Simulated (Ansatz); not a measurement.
# Li(110) / 5.25 Å vacuum / Li(110): a missing point of the current-voltage curve

Four biases are known. What current density flows at 1.5 V?

**Method.** Ansatz 0.2.0, plane waves with PAW datasets, PBE; a slab with two metal leads whose outer parts are reservoirs, with density and current solved under bias (Landauer, 300 K). Both electrodes are alike, so the curve is odd in V.

The runs, with one result withheld:

| bias (V) | drop between the leads' cuts (V) | current density (A/m²) |
| --- | --- | --- |
| 0.3 | 0.251 | 5.25×10¹³ |
| 0.6 | 0.509 | 9.64×10¹³ |
| 1 | 0.874 | 1.30×10¹⁴ |
| 1.5 | 1.35 | ? |
| 2 | 1.85 | 7.94×10¹³ |

Worked fit:

An odd curve starts as J = aV + bV³. Least squares on the four rows gives a = 1.66×10¹⁴ A/(m² V) and b = −3.15×10¹³ A/(m² V³), so at 1.5 V: 1.66×10¹⁴ × 1.5 − 3.15×10¹³ × 3.375. Predicted: 1.42×10¹⁴ A/m².

Check against the run:

1.23×10¹⁴ A/m², so the prediction is 16 % too high. The fit misses the rows shown by up to 6.9 %, and the cubic term makes 319 % of the current at 2 V, lowering it so far that the current falls again: negative differential conductance.

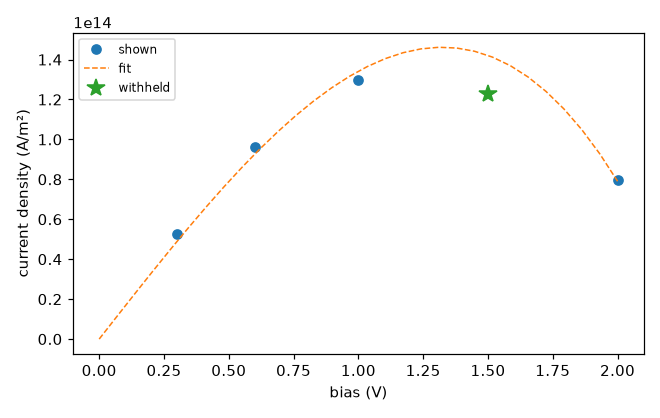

Current density against bias.

Caveats: On every other k-point the currents of these runs, at any bias, move by up to 3.0 %. Atoms are frozen on ideal sites at every bias.
